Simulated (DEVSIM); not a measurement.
System: TaN/Al2O3/n-Ge capacitor, at 300 K.

```tsv
layer (left to right)	material	thickness (nm)	Nd (cm⁻³)
1	Al2O3	4.50	-
2	Ge	2800	4.5e16
```

Metal gate on the left, work function 4.4 eV. Fixed charge at the semiconductor interface 1.7e10 cm⁻² (in units of +e); interface traps 1e11 cm⁻² eV⁻¹, uniform in energy, neutral level at 0.5 of the gap above the valence band.

The device is made up for the run: typed textbook-type constants, with dimensions and the other settings drawn at random. Values at 300 K.

| parameter | Al2O3 | Ge |
|---|---|---|
| gap (eV) | 6.8 | 0.664 |
| affinity (eV) | 1.35 | 4 |
| permittivity | 9 | 16 |
| Nc (cm⁻³) | - | 1.04e19 |
| Nv (cm⁻³) | - | 6e18 |

Simulated with DEVSIM: 1D Poisson equation in equilibrium, Boltzmann statistics, complete ionisation; no quantum confinement or tunnelling. Metal contacts follow the ideal Schottky-Mott rule: no Fermi-level pinning, no interface dipoles.

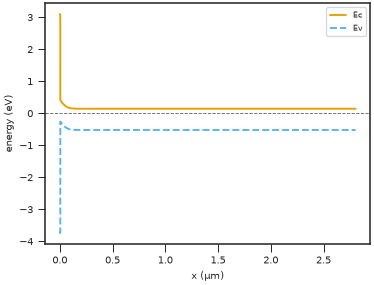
Figure: Band edges at -0.05 V on the gate

Energies count from the Fermi level of the right contact; mesh points crowd at the junctions.

| x (μm) | Ec (eV) | Ev (eV) | n (cm⁻³) | p (cm⁻³) | field (V/cm) |
|---|---|---|---|---|---|
| 0.000 | 3.100 | -3.700 | < 1e2 | < 1e2 | -93000 |
| 0.001046 | 3.090 | -3.710 | < 1e2 | < 1e2 | -93000 |
| 0.002472 | 3.077 | -3.723 | < 1e2 | < 1e2 | -93000 |
| 0.003757 | 3.065 | -3.735 | < 1e2 | < 1e2 | -93000 |
| 0.005142 | 0.405 | -0.259 | 1.6e12 | 2.7e14 | -49000 |
| 0.007012 | 0.396 | -0.268 | 2.3e12 | 1.9e14 | -48000 |
| 0.01108 | 0.377 | -0.287 | 4.9e12 | 8.9e13 | -46000 |
| 0.02400 | 0.321 | -0.343 | 4.2e13 | 1.0e13 | -40000 |
| 0.04688 | 0.244 | -0.420 | 8.4e14 | 5.2e11 | -28000 |
| 0.09507 | 0.161 | -0.503 | 2.0e16 | 2.1e10 | -8000 |
| 0.1966 | 0.141 | -0.523 | 4.5e16 | 9.8e9 | -120 |
| 0.5195 | 0.141 | -0.523 | 4.5e16 | 9.7e9 | ≈ 0 |
| 1.091 | 0.141 | -0.523 | 4.5e16 | 9.7e9 | ≈ 0 |
| 1.934 | 0.141 | -0.523 | 4.5e16 | 9.7e9 | ≈ 0 |
| 2.479 | 0.141 | -0.523 | 4.5e16 | 9.7e9 | ≈ 0 |
| 2.645 | 0.141 | -0.523 | 4.5e16 | 9.7e9 | ≈ 0 |
| 2.730 | 0.141 | -0.523 | 4.5e16 | 9.7e9 | ≈ 0 |
| 2.769 | 0.141 | -0.523 | 4.5e16 | 9.7e9 | ≈ 0 |
| 2.792 | 0.141 | -0.523 | 4.5e16 | 9.7e9 | ≈ 0 |
| 2.799 | 0.141 | -0.523 | 4.5e16 | 9.7e9 | ≈ 0 |
| 2.803 | 0.141 | -0.523 | 4.5e16 | 9.7e9 | ≈ 0 |
| 2.804 | 0.141 | -0.523 | 4.5e16 | 9.7e9 | ≈ 0 |
